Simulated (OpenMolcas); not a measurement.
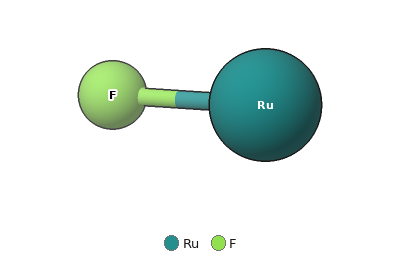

Figure 1. The molecule at the reference distance of 1.827 Å.

## Relativistic diatomic calculation: RuF⁺ (part 1 of 2)

System: RuF⁺.
Method: SA-CASSCF(12,9)/XMS-CASPT2 + RASSI spin-orbit (X2C scalar, AMFI), ANO-RCC-VDZP (OpenMolcas).

## Input
```
&GATEWAY
Coord
2
angstrom
Ru 0.0 0.0 0.0
F 0.0 0.0 1.8270
Basis=ANO-RCC-VDZP
Group=XY
RX2C
AMFI
ANGMom
0.0 0.0 0.0
RICD
&SEWARD
&GUESSORB
&RASSCF
FileOrb=$CurrDir/o51.orb
Symmetry=1
Spin=5
nActEl=12 0 0
Inactive=12 8
RAS2=5 4
CIRoot=3 3 1
Linear
Iterations=120 100
OrbListing=Nothing
PRWF=0.15
>>COPY $Project.RasOrb $CurrDir/o51.orb
>>COPY $Project.rasscf.h5 $CurrDir/r51.h5
&CASPT2
XMultistate=all
Imaginary=0.2
IPEA=0.25
MaxIter=40
>>COPY $Project.JobMix JOB001
&RASSCF
FileOrb=$CurrDir/o32.orb
Symmetry=2
Spin=3
nActEl=12 0 0
Inactive=12 8
RAS2=5 4
CIRoot=6 6 1
Linear
Iterations=120 100
OrbListing=Nothing
PRWF=0.15
>>COPY $Project.RasOrb $CurrDir/o32.orb
>>COPY $Project.rasscf.h5 $CurrDir/r32.h5
&CASPT2
XMultistate=all
Imaginary=0.2
IPEA=0.25
MaxIter=40
>>COPY $Project.JobMix JOB002
&RASSCF
FileOrb=$CurrDir/o31.orb
Symmetry=1
Spin=3
nActEl=12 0 0
Inactive=12 8
RAS2=5 4
CIRoot=9 9 1
Linear
Iterations=120 100
OrbListing=Nothing
PRWF=0.15
>>COPY $Project.RasOrb $CurrDir/o31.orb
>>COPY $Project.rasscf.h5 $CurrDir/r31.h5
&CASPT2
XMultistate=all
Imaginary=0.2
IPEA=0.25
MaxIter=40
>>COPY $Project.JobMix JOB003
&RASSCF
FileOrb=$CurrDir/o52.orb
Symmetry=2
Spin=5
nActEl=12 0 0
Inactive=12 8
RAS2=5 4
CIRoot=2 2 1
Linear
Iterations=120 100
OrbListing=Nothing
PRWF=0.15
>>COPY $Project.RasOrb $CurrDir/o52.orb
>>COPY $Project.rasscf.h5 $CurrDir/r52.h5
&CASPT2
XMultistate=all
Imaginary=0.2
IPEA=0.25
MaxIter=40
>>COPY $Project.JobMix JOB004
&RASSCF
FileOrb=$CurrDir/o11.orb
Symmetry=1
Spin=1
nActEl=12 0 0
Inactive=12 8
RAS2=5 4
CIRoot=1 1 1
Linear
Iterations=120 100
OrbListing=Nothing
PRWF=0.15
>>COPY $Project.RasOrb $CurrDir/o11.orb
>>COPY $Project.rasscf.h5 $CurrDir/r11.h5
&CASPT2
XMultistate=all
Imaginary=0.2
IPEA=0.25
MaxIter=40
>>COPY $Project.JobMix JOB005
&RASSCF
FileOrb=$CurrDir/o12.orb
Symmetry=2
Spin=1
nActEl=12 0 0
Inactive=12 8
RAS2=5 4
CIRoot=2 2 1
Linear
Iterations=120 100
OrbListing=Nothing
PRWF=0.15
>>COPY $Project.RasOrb $CurrDir/o12.orb
>>COPY $Project.rasscf.h5 $CurrDir/r12.h5
&CASPT2
XMultistate=all
Imaginary=0.2
IPEA=0.25
MaxIter=40
>>COPY $Project.JobMix JOB006
&RASSI
Nr of JobIphs=6 3 6 9 2 1 2
1 2 3
1 2 3 4 5 6
1 2 3 4 5 6 7 8 9
1 2
1
1 2
SpinOrbit
EJob
Omega
MEES
MESO
Properties=4
'AngMom' 3 'Mltpl  1' 1 'Mltpl  1' 2 'Mltpl  1' 3
Thrs=1.0d-4
>>COPY $Project.rassi.h5 $CurrDir/so.h5
```

The first orbital files come from an earlier step.

Hardware: 1 thread of Arm Neoverse V1, 24 GiB of memory available, shared host.

Run as:
```bash
pymolcas m.inp (one call a module block, same work directory)
```

## Log (extracts)
```
++    Wave function specifications:
      Number of closed shell electrons          40
      Number of electrons in active shells      12
      Number of inactive orbitals               20
      Number of active orbitals                  9
      Number of secondary orbitals              28
      Spin quantum number                      2.0
      State symmetry                             1
++    Orbital specifications:
      Symmetry species                           1   2
                                                 a   b
      Frozen orbitals                            0   0
      Inactive orbitals                         12   8
      Active orbitals                            5   4
      RAS2 orbitals                              5   4
      Secondary orbitals                        14  14
      Number of basis functions                 31  26
      printout of CI-coefficients larger than  0.15 for root  1
      energy=   -4627.258801
      conf/sym  11111 2222     Coeff  Weight
           182  2u2u0 22uu  -0.95292 0.90805
           194  2uu20 22uu  -0.25229 0.06365
      printout of CI-coefficients larger than  0.15 for root  2
      energy=   -4627.258801
      conf/sym  11111 2222     Coeff  Weight
           182  2u2u0 22uu  -0.25229 0.06365
           194  2uu20 22uu   0.95292 0.90805
      printout of CI-coefficients larger than  0.15 for root  3
      energy=   -4627.206807
      conf/sym  11111 2222     Coeff  Weight
           176  22uu0 22uu   0.98388 0.96801
      Natural orbitals and occupation numbers for root  1
      sym 1:   1.964994   1.007491   1.999016   1.000299   0.028828
      sym 2:   1.989766   1.989766   1.009920   1.009920
      Natural orbitals and occupation numbers for root  2
      sym 1:   1.964994   1.007491   1.000299   1.999016   0.028828
      sym 2:   1.989766   1.989766   1.009920   1.009920
      Natural orbitals and occupation numbers for root  3
      sym 1:   1.967608   1.996219   1.001480   1.001480   0.033943
      sym 2:   1.987710   1.987710   1.011925   1.011925
      RASSCF energy for state  3                  -4627.20680656
::    RASSCF root number  1 Total energy:  -4627.25880145
::    RASSCF root number  2 Total energy:  -4627.25880142
::    RASSCF root number  3 Total energy:  -4627.20680656
      Von Neumann Entropy (Root   1) =  2.12242
++    Wave function specifications:
      Number of closed shell electrons           8
      Number of electrons in active shells      12
      Number of inactive orbitals                4
      Number of active orbitals                  9
      Number of secondary orbitals              28
      Spin quantum number                      2.0
      State symmetry                             1
      Number of CSFs                           530
      Number of CASSCF root(s) available         3
      CASPT2 state passed to geometry opt.       3
      A file JOBMIX will be created
      This is a MULTI-STATE CASSCF reference
      Number of CI roots used                    3
      These are:                                 1   2   3
      Off-diagonal elements of Heff are computed
  FINAL CASPT2 RESULT:
      Reference energy:       -4627.2588014476
      E2 (Non-variational):      -0.5014817564
      Shift correction:          -0.0016547133
      E2 (Variational):          -0.5031364698
      Total energy:           -4627.7619379174
      Reference weight:           0.88543
  FINAL CASPT2 RESULT:
      Reference energy:       -4627.2588014220
      E2 (Non-variational):      -0.5014917420
      Shift correction:          -0.0016563500
      E2 (Variational):          -0.5031480921
      Total energy:           -4627.7619495141
      Reference weight:           0.88541
  FINAL CASPT2 RESULT:
      Reference energy:       -4627.2068065622
      E2 (Non-variational):      -0.5061333258
      Shift correction:          -0.0018390697
      E2 (Variational):          -0.5079723955
      Total energy:           -4627.7147789577
      Reference weight:           0.88155
       Total XMS-CASPT2 energies:
::    XMS-CASPT2 Root  1     Total energy:  -4627.76195681
::    XMS-CASPT2 Root  2     Total energy:  -4627.76193062
::    XMS-CASPT2 Root  3     Total energy:  -4627.71477896
++    Wave function specifications:
      Number of closed shell electrons          40
      Number of electrons in active shells      12
      Number of inactive orbitals               20
      Number of active orbitals                  9
      Number of secondary orbitals              28
      Spin quantum number                      1.0
      State symmetry                             2
      printout of CI-coefficients larger than  0.15 for root  1
      energy=   -4627.222740
      conf/sym  11111 2222     Coeff  Weight
          1345  202u0 222u   0.39336 0.15473
          1346  202u0 22u2  -0.54896 0.30136
          1377  20u20 222u  -0.54896 0.30136
          1378  20u20 22u2  -0.39336 0.15473
      printout of CI-coefficients larger than  0.15 for root  2
      energy=   -4627.222740
      conf/sym  11111 2222     Coeff  Weight
          1345  202u0 222u   0.54896 0.30136
          1346  202u0 22u2   0.39336 0.15473
          1377  20u20 222u   0.39336 0.15473
          1378  20u20 22u2  -0.54896 0.30136
      printout of CI-coefficients larger than  0.15 for root  3
      energy=   -4627.210401
      conf/sym  11111 2222     Coeff  Weight
          1338  2udu0 22u2  -0.18509 0.03426
          1345  202u0 222u  -0.43814 0.19197
          1346  202u0 22u2   0.46880 0.21977
          1377  20u20 222u  -0.46880 0.21977
          1378  20u20 22u2  -0.43814 0.19197
      printout of CI-coefficients larger than  0.15 for root  4
      energy=   -4627.210401
      conf/sym  11111 2222     Coeff  Weight
          1337  2udu0 222u   0.18509 0.03426
          1345  202u0 222u   0.46880 0.21977
          1346  202u0 22u2   0.43814 0.19197
          1377  20u20 222u  -0.43814 0.19197
          1378  20u20 22u2   0.46880 0.21977
      printout of CI-coefficients larger than  0.15 for root  5
      energy=   -4627.185660
      conf/sym  11111 2222     Coeff  Weight
           124  222u0 220u  -0.20480 0.04194
           145  22u20 22u0   0.20480 0.04194
           169  2u220 22u0   0.17212 0.02962
           172  2u220 220u   0.74446 0.55423
          1622  2uuu0 22d2  -0.41052 0.16853
      printout of CI-coefficients larger than  0.15 for root  6
      energy=   -4627.185660
      conf/sym  11111 2222     Coeff  Weight
           121  222u0 22u0   0.20480 0.04194
           148  22u20 220u   0.20480 0.04194
           169  2u220 22u0   0.74446 0.55423
           172  2u220 220u  -0.17212 0.02962
          1621  2uuu0 222d  -0.41052 0.16853
      Natural orbitals and occupation numbers for root  1
      sym 1:   1.931488   0.115673   1.475476   1.475476   0.017631
      sym 2:   1.991682   1.991682   1.500446   1.500446
      Natural orbitals and occupation numbers for root  2
      sym 1:   1.931488   0.115673   1.475476   1.475476   0.017631
      sym 2:   1.991682   1.991682   1.500446   1.500446
      Natural orbitals and occupation numbers for root  3
      sym 1:   1.931408   0.206920   1.450001   1.441829   0.023229
      sym 2:   1.989428   1.990917   1.455861   1.510409
      Natural orbitals and occupation numbers for root  4
      sym 1:   1.931408   0.206920   1.450001   1.441829   0.023229
      sym 2:   1.990917   1.989428   1.510409   1.455861
      Natural orbitals and occupation numbers for root  5
      sym 1:   1.956168   1.018655   1.684768   1.743940   0.029607
      sym 2:   1.945021   1.982808   0.444469   1.194564
      Natural orbitals and occupation numbers for root  6
      sym 1:   1.956168   1.018655   1.684768   1.743940   0.029607
      sym 2:   1.982808   1.945021   1.194564   0.444469
      RASSCF energy for state  6                  -4627.18565970
::    RASSCF root number  1 Total energy:  -4627.22274045
::    RASSCF root number  2 Total energy:  -4627.22274045
::    RASSCF root number  3 Total energy:  -4627.21040122
::    RASSCF root number  4 Total energy:  -4627.21040122
::    RASSCF root number  5 Total energy:  -4627.18565970
::    RASSCF root number  6 Total energy:  -4627.18565970
      Von Neumann Entropy (Root   1) =  1.62810
++    Wave function specifications:
      Number of closed shell electrons           8
      Number of electrons in active shells      12
      Number of inactive orbitals                4
      Number of active orbitals                  9
      Number of secondary orbitals              28
      Spin quantum number                      1.0
      State symmetry                             2
      Number of CSFs                          1716
      Number of CASSCF root(s) available         6
      CASPT2 state passed to geometry opt.       6
      A file JOBMIX will be created
      This is a MULTI-STATE CASSCF reference
      Number of CI roots used                    6
      These are:                                 1   2   3   4   5   6
      Off-diagonal elements of Heff are computed
  FINAL CASPT2 RESULT:
      Reference energy:       -4627.2227404536
      E2 (Non-variational):      -0.5011988683
      Shift correction:          -0.0016362787
      E2 (Variational):          -0.5028351470
      Total energy:           -4627.7255756006
      Reference weight:           0.88658
  FINAL CASPT2 RESULT:
      Reference energy:       -4627.2227404536
      E2 (Non-variational):      -0.5011988678
      Shift correction:          -0.0016362787
      E2 (Variational):          -0.5028351465
      Total energy:           -4627.7255756000
      Reference weight:           0.88658
  FINAL CASPT2 RESULT:
      Reference energy:       -4627.2104012157
      E2 (Non-variational):      -0.5032387430
      Shift correction:          -0.0016842433
      E2 (Variational):          -0.5049229863
      Total energy:           -4627.7153242020
      Reference weight:           0.88562
  FINAL CASPT2 RESULT:
      Reference energy:       -4627.2104012157
      E2 (Non-variational):      -0.5032387438
      Shift correction:          -0.0016842433
      E2 (Variational):          -0.5049229871
      Total energy:           -4627.7153242028
      Reference weight:           0.88562
  FINAL CASPT2 RESULT:
      Reference energy:       -4627.1856596952
      E2 (Non-variational):      -0.5093638305
      Shift correction:          -0.0017870329
      E2 (Variational):          -0.5111508634
      Total energy:           -4627.6968105586
      Reference weight:           0.88206
  FINAL CASPT2 RESULT:
      Reference energy:       -4627.1856596951
      E2 (Non-variational):      -0.5093638310
      Shift correction:          -0.0017870329
      E2 (Variational):          -0.5111508640
      Total energy:           -4627.6968105591
      Reference weight:           0.88206
       Total XMS-CASPT2 energies:
::    XMS-CASPT2 Root  1     Total energy:  -4627.72558484
::    XMS-CASPT2 Root  2     Total energy:  -4627.72558484
::    XMS-CASPT2 Root  3     Total energy:  -4627.71474326
::    XMS-CASPT2 Root  4     Total energy:  -4627.71474326
::    XMS-CASPT2 Root  5     Total energy:  -4627.69738226
::    XMS-CASPT2 Root  6     Total energy:  -4627.69738226
++    Wave function specifications:
      Number of closed shell electrons          40
      Number of electrons in active shells      12
      Number of inactive orbitals               20
      Number of active orbitals                  9
      Number of secondary orbitals              28
      Spin quantum number                      1.0
      State symmetry                             1
      printout of CI-coefficients larger than  0.15 for root  1
      energy=   -4627.216250
      conf/sym  11111 2222     Coeff  Weight
           592  22200 22uu   0.18955 0.03593
           616  22020 22uu   0.18937 0.03586
           634  20220 22uu  -0.80045 0.64072
          1647  20uu0 2222   0.46555 0.21673
      printout of CI-coefficients larger than  0.15 for root  2
      energy=   -4627.198914
      conf/sym  11111 2222     Coeff  Weight
           622  2ud20 22uu  -0.36175 0.13086
           941  2uu20 22du   0.72472 0.52522
           944  2uu20 22ud  -0.51245 0.26261
      printout of CI-coefficients larger than  0.15 for root  3
      energy=   -4627.198898
      conf/sym  11111 2222     Coeff  Weight
           604  2u2d0 22uu  -0.36129 0.13053
           909  2u2u0 22du   0.72486 0.52542
           912  2u2u0 22ud  -0.51255 0.26271
      printout of CI-coefficients larger than  0.15 for root  4
      energy=   -4627.193946
      conf/sym  11111 2222     Coeff  Weight
           909  2u2u0 22du  -0.39258 0.15412
           912  2u2u0 22ud  -0.55519 0.30824
           940  2uu20 2220  -0.48202 0.23234
           947  2uu20 2202   0.48202 0.23235
      printout of CI-coefficients larger than  0.15 for root  5
      energy=   -4627.193946
      conf/sym  11111 2222     Coeff  Weight
           908  2u2u0 2220   0.48113 0.23149
           915  2u2u0 2202  -0.48113 0.23149
           941  2uu20 22du  -0.39330 0.15469
           944  2uu20 22ud  -0.55622 0.30938
      printout of CI-coefficients larger than  0.15 for root  6
      energy=   -4627.187433
      conf/sym  11111 2222     Coeff  Weight
           892  22uu0 2220   0.23389 0.05471
           899  22uu0 2202   0.23389 0.05471
           909  2u2u0 22du   0.36782 0.13529
           912  2u2u0 22ud   0.52018 0.27058
           940  2uu20 2220  -0.44915 0.20173
           947  2uu20 2202   0.44915 0.20174
      printout of CI-coefficients larger than  0.15 for root  7
      energy=   -4627.176750
      conf/sym  11111 2222     Coeff  Weight
           908  2u2u0 2220   0.47692 0.22745
           915  2u2u0 2202  -0.47695 0.22748
           941  2uu20 22du   0.38891 0.15125
           944  2uu20 22ud   0.55001 0.30251
      printout of CI-coefficients larger than  0.15 for root  8
      energy=   -4627.174696
      conf/sym  11111 2222     Coeff  Weight
           592  22200 22uu  -0.17835 0.03181
           616  22020 22uu  -0.17806 0.03171
           634  20220 22uu   0.40434 0.16349
          1647  20uu0 2222   0.83135 0.69115
      printout of CI-coefficients larger than  0.15 for root  9
      energy=   -4627.173931
      conf/sym  11111 2222     Coeff  Weight
           604  2u2d0 22uu   0.47173 0.22253
           892  22uu0 2220   0.25080 0.06290
           899  22uu0 2202  -0.25080 0.06290
           940  2uu20 2220  -0.52396 0.27453
           947  2uu20 2202  -0.52396 0.27453
      Natural orbitals and occupation numbers for root  1
      sym 1:   1.932703   0.205674   1.689080   1.688959   0.025177
      sym 2:   1.987601   1.987601   1.241602   1.241603
      Natural orbitals and occupation numbers for root  2
      sym 1:   1.947314   1.023355   1.015139   1.975833   0.031336
      sym 2:   1.973566   1.973566   1.029945   1.029945
      Natural orbitals and occupation numbers for root  3
      sym 1:   1.947346   1.023320   1.975756   1.015197   0.031337
      sym 2:   1.973591   1.973591   1.029931   1.029931
      Natural orbitals and occupation numbers for root  4
      sym 1:   1.953581   1.017262   1.497767   1.500299   0.031142
      sym 2:   1.962773   1.962773   1.037201   1.037202
      Natural orbitals and occupation numbers for root  5
      sym 1:   1.953581   1.017262   1.498429   1.499637   0.031142
      sym 2:   1.962773   1.962773   1.037200   1.037203
      Natural orbitals and occupation numbers for root  6
      sym 1:   1.955715   1.127284   1.439798   1.437248   0.032607
      sym 2:   1.963851   1.963851   1.039822   1.039825
      Natural orbitals and occupation numbers for root  7
      sym 1:   1.951176   1.034634   1.492431   1.491230   0.031893
      sym 2:   1.958742   1.958739   1.040554   1.040601
      Natural orbitals and occupation numbers for root  8
      sym 1:   1.925229   0.233792   1.174608   1.174393   0.025333
      sym 2:   1.993390   1.9933SPIN-FREE ENERGIES:
  (Shifted by EMIN (a.u.) =      -4627.7619568134)
 SF State       Relative EMIN(au)   Rel lowest level(eV)    D:o, cm**(-1)      Abs_M
     1             0.0000000000        0.0000000000              0.0000         2.0
     2             0.0000261952        0.0007128090              5.7492         2.0
    19             0.0262123412        0.7132741409           5752.9439         1.0
    20             0.0262123412        0.7132741409           5752.9439         1.0
    10             0.0350480255        0.9537053584           7692.1525         0.1
     4             0.0363719719        0.9897317762           7982.7251         3.0
     5             0.0363719724        0.9897317906           7982.7252         3.0
     3             0.0471778556        1.2837748520          10354.3425         0.0
     6             0.0472135537        1.2847462450          10362.1773         1.0
     7             0.0472135545        1.2847462666          10362.1775         1.0
    11             0.0537691677        1.4631335914          11800.9683         2.0
    12             0.0538112274        1.4642780919          11810.1993         2.0
    13             0.0601910765        1.6378826301          13210.4143         4.0
    14             0.0609468115        1.6584472286          13376.2790         4.0
     8             0.0645745519        1.7571630745          14172.4760         1.0
     9             0.0645745525        1.7571630884          14172.4761         1.0
    15             0.0656110697        1.7853681595          14399.9653         0.2
    16             0.0701679347        1.9093667730          15400.0816         0.5
    21             0.0734834190        1.9995856973          16127.7463         0.0
    17             0.0744306129        2.0253601572          16335.6313         0.1
    22             0.0763707581        2.0781541956          16761.4440         1.0
    23             0.0763707581        2.0781541956          16761.4440         1.0
    18             0.0791921873        2.1549291963          17380.6761         0.0
```

(Continued in part 2.) Outcome of the run: converged; components of a degenerate state are split by 166 cm⁻¹.
